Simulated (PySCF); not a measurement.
**C₃H₁₁ClSi₃: electronic excitations**

What electronic excitations should C₃H₁₁ClSi₃ (`[SiH3]/C=C(/Cl)[SiH2]C[SiH3]`) show?

The runs use PySCF 2.14.0, with density-fitted response routines of our own; the level of theory stands in each step. All values are computed, except where a source is named. Atoms count from 0, in the outputs and in this text.

## Step 1: The molecule as given

18 atoms, charge 0, multiplicity 1; geometry from: GFN2-xTB.

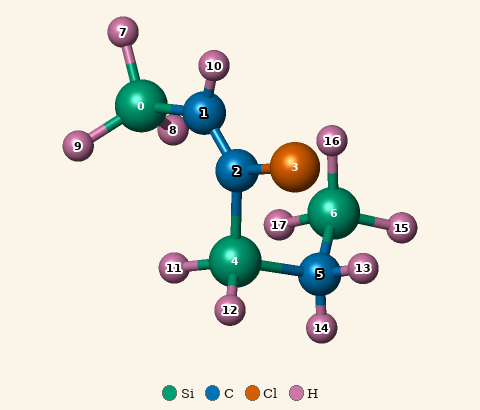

The starting geometry (silicon teal, carbon blue, chlorine orange, hydrogen pink), atoms numbered.

## Step 2: TDDFT and polarisability: B3LYP/def2-SVPD

The job: settings as JSON, then the geometry in Å.

```
{"job": {"kind": "uv", "xc": "B3LYP", "basis": "def2-SVPD", "nstates": 8, "ntriplets": 3}, "charge": 0, "multiplicity": 1}
Si    -2.072276     1.627371    -0.409602
C     -1.882087     0.006951     0.525197
C     -1.128212    -1.013460     0.143677
Cl    -1.057861    -2.442515     1.157382
Si    -0.003379    -1.217838    -1.364653
C      1.790271    -1.049514    -0.766186
Si     2.243880     0.636832    -0.014645
H     -2.884976     2.511946     0.431001
H     -0.769590     2.249423    -0.653019
H     -2.767847     1.400498    -1.679362
H     -2.439171    -0.079544     1.452475
H     -0.341729    -0.196744    -2.360975
H     -0.253316    -2.559671    -1.905322
H      1.984557    -1.824996    -0.024534
H      2.457327    -1.257954    -1.602343
H      3.637797     0.600664     0.441742
H      1.371823     0.935405     1.122628
H      2.106030     1.679464    -1.034635
```

Method: TDDFT B3LYP/def2-SVPD, vertical, gas phase, core orbitals frozen in the response.

Command:

```
$ OMP_NUM_THREADS=1 python probes_run.py task.json out
```

The driver reads the jobs from task.json and runs them one after another.

Log:

```text
coarse grid: 16576 points
cycle   1  E = -1448.9487372269  dE =  2.464e-01  |g| = 4.531e-01  |ddm| = 5.652e+00
cycle   2  E = -1448.9142685136  dE =  3.447e-02  |g| = 5.645e-01  |ddm| = 1.410e+00
cycle   3  E = -1448.9987752955  dE = -8.451e-02  |g| = 1.048e-01  |ddm| = 8.606e-01
cycle   4  E = -1449.0012712385  dE = -2.496e-03  |g| = 5.076e-02  |ddm| = 2.621e-01
cycle   5  E = -1449.0019491950  dE = -6.780e-04  |g| = 1.210e-02  |ddm| = 1.099e-01
cycle   6  E = -1449.0019902455  dE = -4.105e-05  |g| = 2.438e-03  |ddm| = 2.441e-02
cycle   7  E = -1449.0019919871  dE = -1.742e-06  |g| = 5.360e-04  |ddm| = 6.578e-03
final grid: 140240 points
cycle   8  E = -1449.1811685128  dE = -2.432e-05  |g| = 3.818e-03  |ddm| = 9.681e-02
cycle   9  E = -1449.1811639454  dE =  4.567e-06  |g| = 5.534e-03  |ddm| = 1.393e-02
cycle  10  E = -1449.1811725769  dE = -8.631e-06  |g| = 3.278e-04  |ddm| = 8.592e-03
cycle  11  E = -1449.1811726043  dE = -2.738e-08  |g| = 1.597e-04  |ddm| = 1.044e-03
cycle  12  E = -1449.1811726106  dE = -6.277e-09  |g| = 5.643e-05  |ddm| = 3.835e-04
cycle  13  E = -1449.1811726113  dE = -7.769e-10  |g| = 1.985e-05  |ddm| = 1.251e-04
converged SCF energy = -1449.1811726113

Static polarisability (au): isotropic 131.838, principal 114.935 130.776 149.803

Singlet excitations
state   eV       nm        f      main configurations
  1   5.5829    222.1   0.19957   H->L 0.94
  2   5.7719    214.8   0.00111   H-1->L 0.97
  3   6.1394    201.9   0.00104   H->L+1 0.92
  4   6.2177    199.4   0.00367   H-3->L 0.92
  5   6.4092    193.4   0.03011   H-2->L 0.96
  6   6.7074    184.8   0.00163   H->L+2 0.67, H->L+4 0.21, H->L+3 0.10
  7   6.8386    181.3   0.00402   H-4->L 0.91
  8   6.8737    180.4   0.01059   H->L+4 0.39, H->L+2 0.30, H->L+3 0.22

Triplet excitations (Tamm-Dancoff, eV): 3.7847 5.4266 5.7774
```

Run time: 1.8 min. Hardware: 1 thread of Intel Xeon at 2.70GHz, shared host; peak memory 0.94 GiB.

Frontier orbitals and where they lie:

```csv
orbital,eV,atoms
HOMO−3,-8.84,"C1 24 %, Cl3 22 %, Si0 14 %"
HOMO−2,-8.62,"C5 31 %, Si6 18 %, Si4 16 %"
HOMO−1,-8.34,"Cl3 58 %, C2 16 %, Si4 11 %"
HOMO,-7.40,"Cl3 30 %, C1 28 %, C2 25 %"
LUMO,-1.43,"C2 29 %, C1 29 %, Si0 11 %"
LUMO+1,-0.15,"Cl3 28 %, Si4 15 %, C2 13 %"
LUMO+2,0.11,"Si6 20 %, Si4 11 %, C5 8 %"
```

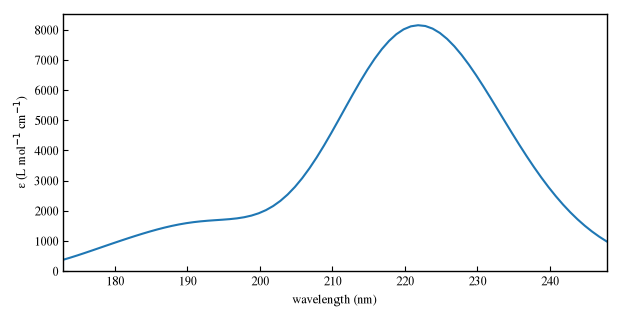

Absorption spectrum: each of the 8 states is a Gaussian band of 0.4 eV half-width at 1/e. Beyond the last state computed it falls off for lack of states.

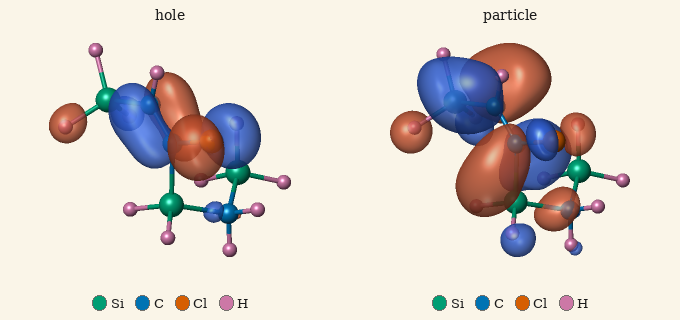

Leading natural transition orbitals of singlet state 1: the electron leaves the hole (left) for the particle orbital (right).

Further results of this job:

```csv
property,computed
dipole moment (D),1.00
polarisability (Å³),19.54
HOMO–LUMO gap (eV),5.96
−ε(HOMO) (eV),7.40
```

Orbitals, density, ELF and potential are computed afterwards from the orbital file.

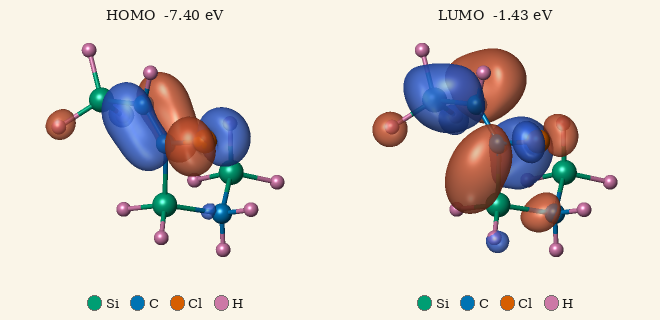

B3LYP/def2-SVPD orbitals near the gap, drawn at the value that encloses 70 % of each; the two colours are the two signs.

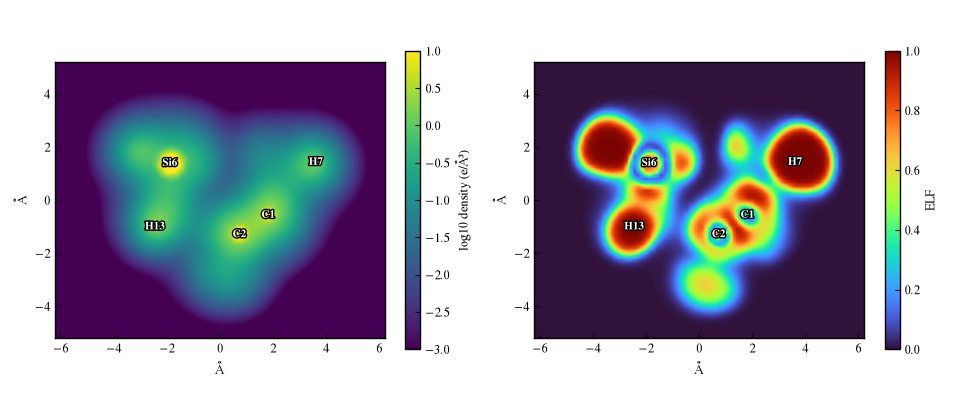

Density (left) and ELF (right) in a plane through or near 5 of the atoms.

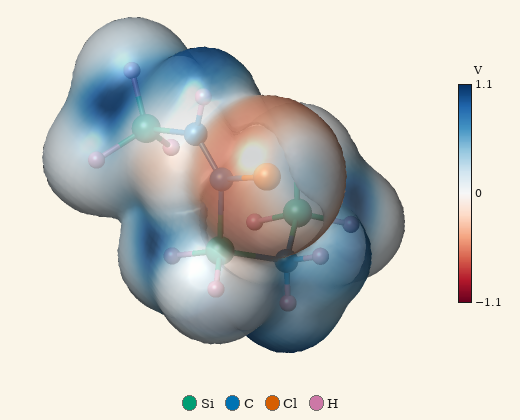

Electrostatic potential on the surface of density 0.002 e/bohr³; red is low, blue high. It runs from -0.53 V near Cl3 to 1.10 V near H14.

## Step 3: Outcome

| quantity | value |
| --- | --- |
| lowest singlet (B3LYP/def2-SVPD) | 5.58 eV (222 nm), f = 0.200 |
| lowest triplet | 3.78 eV |
| surface potential, least and greatest | -0.53 V and 1.10 V |

**Reading.** The first singlet state (HOMO→LUMO 0.94) lies at 5.58 eV and is bright. The lowest triplet lies 1.80 eV below the lowest singlet (triplets in Tamm-Dancoff, singlets in full TDDFT). At B3LYP/def2-SVPD, counted by nearest atom on the grid, the HOMO lies on C1 31 %; Cl3 31 %, the LUMO on C1, C2 about 28 % each; H10 9 %.
